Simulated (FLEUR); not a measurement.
## Mn3InC: anisotropy by force theorems

Aim: the anisotropy of Mn3InC from single passes in the potential of one collinear state.

Main program and level: FLEUR MaX-R8.1; LDA (VWN); all-electron FLAPW, Dirac cores, scalar-relativistic bands.

### Step 1. Starting point

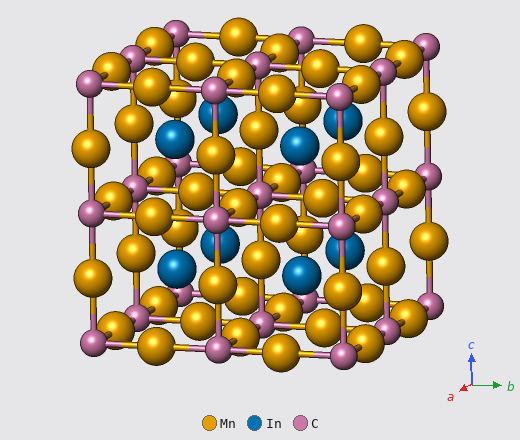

Start, viewed slightly off an axis; manganese orange, indium blue, carbon pink. 2×2×2 cells are drawn. Some periodic images of atoms are drawn too.

As a file:

```cif
data_structure
_symmetry_space_group_name_H-M 'P 1'
_symmetry_Int_Tables_number 1
_cell_length_a 3.9487
_cell_length_b 3.9487
_cell_length_c 3.9487
_cell_angle_alpha 90.000
_cell_angle_beta 90.000
_cell_angle_gamma 90.000
_cell_volume 61.57
loop_
_atom_site_label
_atom_site_type_symbol
_atom_site_fract_x
_atom_site_fract_y
_atom_site_fract_z
_atom_site_occupancy
Mn1 Mn 0.50000 0.00000 0.00000 1
Mn2 Mn 0.00000 0.00000 0.50000 1
Mn3 Mn 0.00000 0.50000 0.00000 1
In4 In 0.50000 0.50000 0.50000 1
C5 C 0.00000 0.00000 0.00000 1
```

The cell comes from a database of computed structures and need not be the stable phase.

### Step 2. Self-consistent state

The force theorems are single passes in this state's potential, so it has to be converged first.

No symmetry is used, so that later steps may turn the spins freely; k and −k are joined. inpgen writes inp.xml from crystal.txt; cutoffs, mixing, functional, smearing and local orbitals are then set in the file. The k list scf (kpts.xml, not shown) is a Γ-centred 6×6×6 mesh; where the ranks do not divide the number of points, some are split in two of half the weight.

Input file inp.xml:

```
<?xml version="1.0" encoding="UTF-8" standalone="no"?>
<fleurInput fleurInputVersion="0.39">
   <comment>
      Mn3InC
   </comment>
   <calculationSetup>
      <cutoffs Kmax="4.4" Gmax="13.2" GmaxXC="13.2" numbands="0"/>
      <scfLoop itmax="90" minDistance="0.00002" maxIterBroyd="15" imix="Anderson" alpha="0.05" precondParam="0.0" spinf="2.0" sdNocoIR="T"/>
      <coreElectrons ctail="F" frcor="F" kcrel="0" coretail_lmax="0"/>
      <xcFunctional name="vwn" relativisticCorrections="F"/>
      <magnetism jspins="2" l_noco="F" l_ss="F">
         <qss>0.0 0.0 0.0</qss>
         <mtNocoParams l_mperp="F" l_mtNocoPot="F" l_relaxSQA="F" mag_mixing_scheme="0" mix_RelaxWeightOffD="1.0" l_constrained="F" mix_constr="1.0"/>
         <sourceFreeMag l_sourceFree="F" l_scaleMag="F" mag_scale="1.0"/>
      </magnetism>
      <soc l_soc="F" theta="0.0" phi="0.0" spav="F"/>
      <expertModes spex="0" secvar="F"/>
      <geometryOptimization l_f="F" forcealpha="1.0" forcemix="BFGS" epsdisp="0.00001" epsforce="0.00001"/>
      <ldaU l_linMix="F" mixParam="0.05" spinf="1.0"/>
   </calculationSetup>
   <cell>
      <bzIntegration valenceElectrons="62.0" mode="hist" fermiSmearingEnergy="0.00293995">
         <kPointListSelection listName="scf"/>
         <xi:include xmlns:xi="http://www.w3.org/2001/XInclude" href="kpts.xml"> </xi:include>
      </bzIntegration>
      <xi:include xmlns:xi="http://www.w3.org/2001/XInclude" href="sym.xml"> </xi:include>
      <bulkLattice scale="1.0">
         <bravaisMatrix>
            <row-1>    7.4618954077936586     0.0000000000000000     0.0000000000000000</row-1>
            <row-2>    0.0000000000000000     7.4618954077936586     0.0000000000000000</row-2>
            <row-3>    0.0000000000000000     0.0000000000000000     7.4618954077936586</row-3>
         </bravaisMatrix>
      </bulkLattice>
   </cell>
   <atomSpecies>
      <species name="Manganese 3.502" element="Mn" atomicNumber="25">
         <mtSphere radius="2.32" gridPoints="767" logIncrement="0.016"/>
         <atomicCutoffs lmax="8" lnonsphr="6"/>
         <electronConfig flipSpins="F">
            <coreConfig>(1s1/2) (2s1/2) (2p1/2) (2p3/2)</coreConfig>
            <valenceConfig>(3s1/2) (3p1/2) (3p3/2) (4s1/2) (3d3/2) (3d5/2)</valenceConfig>
            <stateOccupation state="(3d3/2)" spinUp="1.251" spinDown="0.749"/>
            <stateOccupation state="(3d5/2)" spinUp="3.0" spinDown="0.0"/>
         </electronConfig>
         <energyParameters s="4" p="4" d="3" f="4"/>
         <lo type="SCLO" l="0" n="3" eDeriv="0"/>
         <lo type="SCLO" l="1" n="3" eDeriv="0"/>
      </species>
      <species name="Indium (In)" element="In" atomicNumber="49">
         <mtSphere radius="2.8" gridPoints="925" logIncrement="0.014"/>
         <atomicCutoffs lmax="10" lnonsphr="8"/>
         <electronConfig flipSpins="F">
            <coreConfig>(1s1/2) (2s1/2) (2p1/2) (2p3/2) (3s1/2) (3p1/2) (3p3/2) (4s1/2) (3d3/2) (3d5/2) (4p1/2) (4p3/2)</coreConfig>
            <valenceConfig>(5s1/2) (4d3/2) (4d5/2) (5p1/2) (5p3/2)</valenceConfig>
            <stateOccupation state="(5p1/2)" spinUp="0.166667" spinDown="0.166667"/>
            <stateOccupation state="(5p3/2)" spinUp="0.333333" spinDown="0.333333"/>
         </electronConfig>
         <energyParameters s="5" p="5" d="5" f="4"/>
         <lo type="SCLO" l="2" n="4" eDeriv="0"/>
      </species>
      <species name="Carbon (C)" element="C" atomicNumber="6">
         <mtSphere radius="1.31" gridPoints="433" logIncrement="0.023"/>
         <atomicCutoffs lmax="6" lnonsphr="4"/>
         <electronConfig flipSpins="F">
            <coreConfig>(1s1/2)</coreConfig>
            <valenceConfig>(2s1/2) (2p1/2) (2p3/2)</valenceConfig>
            <stateOccupation state="(2p1/2)" spinUp="0.333333" spinDown="0.333333"/>
            <stateOccupation state="(2p3/2)" spinUp="0.666667" spinDown="0.666667"/>
         </electronConfig>
         <energyParameters s="2" p="2" d="3" f="4"/>
      </species>
   </atomSpecies>
   <atomGroups>
      <atomGroup species="Manganese 3.502">
         <relPos label="                   1">1.000/2.000 .0000000000 .0000000000</relPos>
         <force calculate="T" relaxXYZ="TTT"/>
         <nocoParams  alpha="0.0" beta="0.0"/>
      </atomGroup>
      <atomGroup species="Manganese 3.502">
         <relPos label="                   2">.0000000000 .0000000000 1.000/2.000</relPos>
         <force calculate="T" relaxXYZ="TTT"/>
         <nocoParams  alpha="0.0" beta="0.0"/>
      </atomGroup>
      <atomGroup species="Manganese 3.502">
         <relPos label="                   3">.0000000000 1.000/2.000 .0000000000</relPos>
         <force calculate="T" relaxXYZ="TTT"/>
         <nocoParams  alpha="0.0" beta="0.0"/>
      </atomGroup>
      <atomGroup species="Indium (In)">
         <relPos label="                   4">1.000/2.000 1.000/2.000 1.000/2.000</relPos>
         <force calculate="T" relaxXYZ="TTT"/>
         <nocoParams  alpha="0.0" beta="0.0"/>
      </atomGroup>
      <atomGroup species="Carbon (C)">
         <relPos label="                   5">.0000000000 .0000000000 .0000000000</relPos>
         <force calculate="T" relaxXYZ="TTT"/>
         <nocoParams  alpha="0.0" beta="0.0"/>
      </atomGroup>
   </atomGroups>
   <output dos="F" band="F" slice="F">
      <bandDOS minEnergy="-.5*Htr" maxEnergy="0.5*Htr" sigma="0.015" storeEVData="T"/>
      <plotting iplot="0" polar="F">
         <plot TwoD="T" vec1="  1.0  0.0  0.0" vec2="  0.0  1.0  0.0" vec3="  0.0  0.0  1.0" zero="  0.0  0.0  0.0" file="plot"/>
      </plotting>
      <moessbauerParams electricFieldGradient="F" isomerShift="F" coreHyperfine="F" valenceHyperfine="F"/>
   </output>
</fleurInput>
```

Input file crystal.txt:

```
Mn3InC
&input film=F cartesian=F /
3.94866500000  0.00000000000  0.00000000000
0.00000000000  3.94866500000  0.00000000000
0.00000000000  0.00000000000  3.94866500000
1.8897261246
1.0 1.0 1.0

5
25 0.50000000000  0.00000000000  0.00000000000 : 3.502
25 0.00000000000  0.00000000000  0.50000000000 : 3.502
25 0.00000000000  0.50000000000  0.00000000000 : 3.502
49 0.50000000000  0.50000000000  0.50000000000
6 0.00000000000  0.00000000000  0.00000000000

&kpt div1=6 div2=6 div3=6 gamma=T /
```

Command:

```sh
OMP_NUM_THREADS=1 inpgen -f crystal.txt -nosym -noco > inpgen.log  # inp.xml is then edited as shown
OMP_NUM_THREADS=1 mpirun -n 4 fleur_MPI > fleur.log
```

What it wrote:

```text
Welcome to FLEUR        (www.flapw.de)
      MaX-Release 8.1          (www.max-centre.eu)

 ========== k-point set info ==========
 Selected k-point list: scf
 k-point list type: mesh
 0 x 0 x 0
 Number of k points: 112

 ------------Calculation Setup---------------------------
 Number of MPI-tasks      :            4
 Number of PE/node        :            4
 Number of OMP-threads    :            1
 k-points in parallel     :            4
 pe's per k-point         :            1
 No of k-point loops      :           28
 Eigenvalue solver        :       lapack
 Number of basis functions:          674
 Approximate size of matrices (H+S) per k-point:         0.014 GB
 --------------------------------------------------------
 Complex matrix made real
 Complex matrix made real
Nuclear radius smaller than smallest radial mesh point for atom type 5 -- skipping its core isomer shift
 Iteration:     1   Distance:      20.80383371 me/bohr^3
Nuclear radius smaller than smallest radial mesh point for atom type 5 -- skipping its core isomer shift
 Iteration:     2   Distance:      17.42061901 me/bohr^3
Nuclear radius smaller than smallest radial mesh point for atom type 5 -- skipping its core isomer shift
 Iteration:     3   Distance:      12.14208468 me/bohr^3
Nuclear radius smaller than smallest radial mesh point for atom type 5 -- skipping its core isomer shift
 Iteration:     4   Distance:      11.60909694 me/bohr^3
Nuclear radius smaller than smallest radial mesh point for atom type 5 -- skipping its core isomer shift
 Iteration:     5   Distance:      10.79903832 me/bohr^3
Nuclear radius smaller than smallest radial mesh point for atom type 5 -- skipping its core isomer shift
 Iteration:     6   Distance:       9.91660758 me/bohr^3
Nuclear radius smaller than smallest radial mesh point for atom type 5 -- skipping its core isomer shift
 Iteration:     7   Distance:       5.90103834 me/bohr^3
Nuclear radius smaller than smallest radial mesh point for atom type 5 -- skipping its core isomer shift
 Iteration:     8   Distance:       3.93977600 me/bohr^3
Nuclear radius smaller than smallest radial mesh point for atom type 5 -- skipping its core isomer shift
 Iteration:     9   Distance:       3.25028554 me/bohr^3
Nuclear radius smaller than smallest radial mesh point for atom type 5 -- skipping its core isomer shift
 Iteration:    10   Distance:       3.38871420 me/bohr^3
Nuclear radius smaller than smallest radial mesh point for atom type 5 -- skipping its core isomer shift
[... 18 iterations left out ...]
 Iteration:    29   Distance:       0.00034514 me/bohr^3
Nuclear radius smaller than smallest radial mesh point for atom type 5 -- skipping its core isomer shift
 Iteration:    30   Distance:       0.00033687 me/bohr^3
Nuclear radius smaller than smallest radial mesh point for atom type 5 -- skipping its core isomer shift
 Iteration:    31   Distance:       0.00026953 me/bohr^3
Nuclear radius smaller than smallest radial mesh point for atom type 5 -- skipping its core isomer shift
 Iteration:    32   Distance:       0.00025840 me/bohr^3
Nuclear radius smaller than smallest radial mesh point for atom type 5 -- skipping its core isomer shift
 Iteration:    33   Distance:       0.00024958 me/bohr^3
Nuclear radius smaller than smallest radial mesh point for atom type 5 -- skipping its core isomer shift
 Iteration:    34   Distance:       0.00014769 me/bohr^3
Nuclear radius smaller than smallest radial mesh point for atom type 5 -- skipping its core isomer shift
 Iteration:    35   Distance:       0.00011417 me/bohr^3
Nuclear radius smaller than smallest radial mesh point for atom type 5 -- skipping its core isomer shift
 Iteration:    36   Distance:       0.00003692 me/bohr^3
Nuclear radius smaller than smallest radial mesh point for atom type 5 -- skipping its core isomer shift
 Iteration:    37   Distance:       0.00003206 me/bohr^3
Nuclear radius smaller than smallest radial mesh point for atom type 5 -- skipping its core isomer shift
 Iteration:    38   Distance:       0.00000754 me/bohr^3

 ********************************************************************
 Run finished successfully
 Stop message:
   all done
 ********************************************************************

--- out.xml (last complete iteration) ---
<iteration numberForCurrentRun="   38" overallNumber="   38">
         [... left out ...]
         <bandgap value="0.0010928310" units="eV"/>
         <sumValenceSingleParticleEnergies value="-31.2319132197" units="Htr"/>
         <FermiEnergy value="0.4220368866" units="Htr"/>
         <valenceDensity>
            <mtCharges spin="1">
               <mtCharge atomType="1" total="7.8416426" s="1.1535518" p="3.1897703" d="3.4744394" f="0.0182035"/>
               <mtCharge atomType="2" total="7.8416426" s="1.1535518" p="3.1897703" d="3.4744395" f="0.0182035"/>
               <mtCharge atomType="3" total="7.8416426" s="1.1535518" p="3.1897703" d="3.4744395" f="0.0182035"/>
               <mtCharge atomType="4" total="6.0724872" s="0.4819841" p="0.5116292" d="5.0246228" f="0.0395437"/>
               <mtCharge atomType="5" total="0.8744094" s="0.3203249" p="0.5447849" d="0.0084276" f="0.0007716"/>
            </mtCharges>
            <mtCharges spin="2">
               <mtCharge atomType="1" total="6.0869150" s="1.1498445" p="3.1890790" d="1.7233839" f="0.0186458"/>
               <mtCharge atomType="2" total="6.0869151" s="1.1498445" p="3.1890790" d="1.7233840" f="0.0186458"/>
               <mtCharge atomType="3" total="6.0869150" s="1.1498445" p="3.1890790" d="1.7233839" f="0.0186458"/>
               <mtCharge atomType="4" total="6.1476329" s="0.5118430" p="0.6035683" d="4.9969565" f="0.0275911"/>
               <mtCharge atomType="5" total="0.9684357" s="0.3318220" p="0.6295522" d="0.0064538" f="0.0005538"/>
            </mtCharges>
            <spinDependentCharge spin="1" total="33.5650538" interstitial="3.0932294" mtSpheres="30.4718244"/>
            <spinDependentCharge spin="2" total="28.4349462" interstitial="3.0581325" mtSpheres="25.3768137"/>
            <totalCharge value="62.0000000000"/>
         </valenceDensity>
         [... left out ...]
         <allElectronCharges>
            <spinDependentCharge spin="1" total="67.5650538" interstitial="3.0939811" mtSpheres="64.4710728"/>
            <spinDependentCharge spin="2" total="62.4349462" interstitial="3.0588864" mtSpheres="59.3760598"/>
            <totalCharge value="130.0000000069"/>
         </allElectronCharges>
         <magneticMomentsInMTSpheres units="muBohr">
            <globalMagMoment atomType="1" vec="0.00000   0.00000   1.75473"/>
            <localMagMoment atomType="1" vec="0.00000   0.00000   1.75473"/>
            <globalMagMoment atomType="2" vec="0.00000   0.00000   1.75473"/>
            <localMagMoment atomType="2" vec="0.00000   0.00000   1.75473"/>
            <globalMagMoment atomType="3" vec="0.00000   0.00000   1.75473"/>
            <localMagMoment atomType="3" vec="0.00000   0.00000   1.75473"/>
            <globalMagMoment atomType="4" vec="0.00000   0.00000  -0.07514"/>
            <localMagMoment atomType="4" vec="0.00000   0.00000  -0.07514"/>
            <globalMagMoment atomType="5" vec="0.00000   0.00000  -0.09403"/>
            <localMagMoment atomType="5" vec="0.00000   0.00000  -0.09403"/>
         </magneticMomentsInMTSpheres>
         <moessbauerParams unitsHFF="kG" unitsIS="e/bohr^3" unitsEFG="Htr/bohr^2">
         </moessbauerParams>
         <totalEnergy value="    -9385.6261034793" units="Htr">
            <sumOfEigenvalues value="    -5551.6010621148">
               <coreElectrons value="-5520.3691488950"/>
               <valenceElectrons value="-31.2319132197"/>
            </sumOfEigenvalues>
            <densityCoulombPotentialIntegral value="-14863.8742193994"/>
            <densityEffectivePotentialIntegral value="-15275.1037411688"/>
            <chargeDenXCDenIntegral value="-310.4470255806"/>
            <FockExchangeEnergyValence value="0.0000000000"/>
            <FockExchangeEnergyCore value="0.0000000000"/>
            <atomTypeDependentContributions atomType="1">
               <electronNucleiInteractionDifferentMTs value="1380.0331484737"/>
               <MadelungTerm value="-10.4993044102"/>
            </atomTypeDependentContributions>
            <atomTypeDependentContributions atomType="2">
               <electronNucleiInteractionDifferentMTs value="1380.0331482815"/>
               <MadelungTerm value="-10.4993044823"/>
            </atomTypeDependentContributions>
            <atomTypeDependentContributions atomType="3">
               <electronNucleiInteractionDifferentMTs value="1380.0331484262"/>
               <MadelungTerm value="-10.4993044218"/>
            </atomTypeDependentContributions>
            <atomTypeDependentContributions atomType="4">
               <electronNucleiInteractionDifferentMTs value="7131.9794281857"/>
               <MadelungTerm value="-17.3917194043"/>
            </atomTypeDependentContributions>
            <atomTypeDependentContributions atomType="5">
               <electronNucleiInteractionDifferentMTs value="40.8242364450"/>
               <MadelungTerm value="-4.9519047224"/>
            </atomTypeDependentContributions>
            <tkbTimesEntropy value="0.0045566066"/>
            <freeEnergy value="-9385.6306600859"/>
            <extrapolationTo0K value="-9385.6283817826"/>
         </totalEnergy>
         <densityConvergence units="me/bohr^3">
            <chargeDensity spin="1" distance="0.0000037939"/>
            <chargeDensity spin="2" distance="0.0000046667"/>
            <overallChargeDensity distance="0.0000075381"/>
            <spinDensity distance="0.0000039397"/>
         </densityConvergence>
      </iteration>
```

Elapsed: 10 min, on 4 MPI ranks of Intel Xeon Platinum 8488C (Sapphire Rapids), shared host; peak memory 1.1 GiB.

Spin moment in the muffin-tin sphere by atom:

```
atom  spin moment in the muffin-tin sphere (μB)
 Mn1                                       1.75
 Mn2                                       1.75
 Mn3                                       1.75
 In4                                      -0.08
  C5                                      -0.09
```

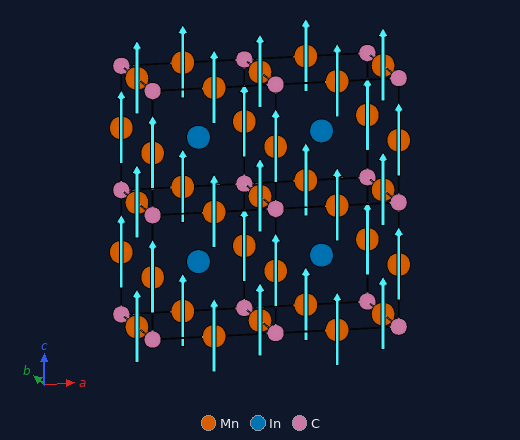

Spin moment in the muffin-tin sphere as arrows, the longest 1.75 μB. Up and down stand for the sign. Arrows give size and sign along the axis of quantisation, drawn up and down the page. 2×1×2 cells are drawn. Some periodic images of atoms are drawn too.

This step gave:

```
free energy                                                       : -255396.0211 eV
program's band gap on this mesh (in a metal only a level spacing) : 0.001093 eV
magnetization                                                     : 5.130 μB
final state                                                       : ferromagnetic, with opposed induced moments
```

After 38 cycles the largest moment stands at 1.75 μB.

### Step 3. Anisotropy by the force theorem, rung 1

Anisotropy is a small difference, so it is taken from sums over occupied states at a frozen potential, where most errors cancel.

One pass with spin–orbit coupling for each direction, from the saved density. Inversion lets half of the mesh serve, which the program's warning doesn't know. The k list mae (kpts.xml, not shown) is a Γ-centred 6×6×6 mesh.

inp.xml, as its differences from that of step 2:

```diff
@@ -6,4 +6,4 @@
    <calculationSetup>
-      <cutoffs Kmax="4.4" Gmax="13.2" GmaxXC="13.2" numbands="0"/>
-      <scfLoop itmax="90" minDistance="0.00002" maxIterBroyd="15" imix="Anderson" alpha="0.05" precondParam="0.0" spinf="2.0" sdNocoIR="T"/>
+      <cutoffs Kmax="4.4" Gmax="13.2" GmaxXC="13.2" numbands="182"/>
+      <scfLoop itmax="1" minDistance="0.00002" maxIterBroyd="15" imix="Anderson" alpha="0.05" precondParam="0.0" spinf="2.0" sdNocoIR="T"/>
       <coreElectrons ctail="F" frcor="F" kcrel="0" coretail_lmax="0"/>
@@ -15,3 +15,3 @@
       </magnetism>
-      <soc l_soc="F" theta="0.0" phi="0.0" spav="F"/>
+      <soc l_soc="T" theta="0.0" phi="0.0" spav="F"/>
       <expertModes spex="0" secvar="F"/>
@@ -22,3 +22,3 @@
       <bzIntegration valenceElectrons="62.0" mode="hist" fermiSmearingEnergy="0.00293995">
-         <kPointListSelection listName="scf"/>
+         <kPointListSelection listName="mae"/>
          <xi:include xmlns:xi="http://www.w3.org/2001/XInclude" href="kpts.xml"> </xi:include>
@@ -106,2 +106,5 @@
    </output>
+   <forceTheorem>
+      <MAE theta="0.0 0.9553166 1.5707963" phi="0.0 0.7853982 0.7853982"/>
+   </forceTheorem>
 </fleurInput>
```

Command:

```sh
OMP_NUM_THREADS=1 mpirun -n 4 fleur_MPI -warn_only > fleur.log
```

What it wrote:

```text
[banner, memory and clock lines left out]
Welcome to FLEUR        (www.flapw.de)
      MaX-Release 8.1          (www.max-centre.eu)
************FLEUR-Warning*****************
Error message: k-point set is not compatible to missing time-reversal symmetry in calculation.
Error occurred in subroutine: gen_bz
Error from PE:0/4
*****************************************

 ========== k-point set info ==========
 Selected k-point list: mae
 k-point list type: mesh
 0 x 0 x 0
 Number of k points: 112

 [... set-up left out ...]
 ********************************************************************
 Run finished successfully
 Stop message:
   Forcetheorem MAE
 ********************************************************************

--- out.xml (force theorem) ---
<Forcetheorem_MAE Angles="3" units="Htr">
            <Angle theta="0.0000000" phi="0.0000000" ev-sum="-31.234696834"/>
            <Angle theta="0.9553166" phi="0.7853982" ev-sum="-31.234696821"/>
            <Angle theta="1.5707963" phi="0.7853982" ev-sum="-31.234696752"/>
         </Forcetheorem_MAE>
```

Wall time 95 s (4 MPI ranks); peak memory 1.4 GiB.

Anisotropy energies, by row:

```
 axis       x       y       z  band energy less the first axis' (meV a cell)
[001]       0       0       1                                              0
[111]  0.5774  0.5774  0.5774                                        3.54e-4
[110]  0.7071  0.7071       0                                       0.002231
```

Indices are those of the standard conventional cell; x, y, z give the same directions in the axes of the input.

[end of part 1 of 2]

[Logs and program files are shortened in this print: banners, set-up blocks, solver, clock and traceback lines can be left out without a mark of their own.]

[Logs are printed without paths, hosts, clocks, repeated set-up lines and the standing remarks that a program may print on its own settings, such as how far it seeks lower states.]

[Hosts, paths, dates, database ids (printed as entryN), source tags and the programs' standing remarks are cut or masked in the printed files.]

[Where a cell is said to come from a database of computed structures, the database is the Materials Project.]
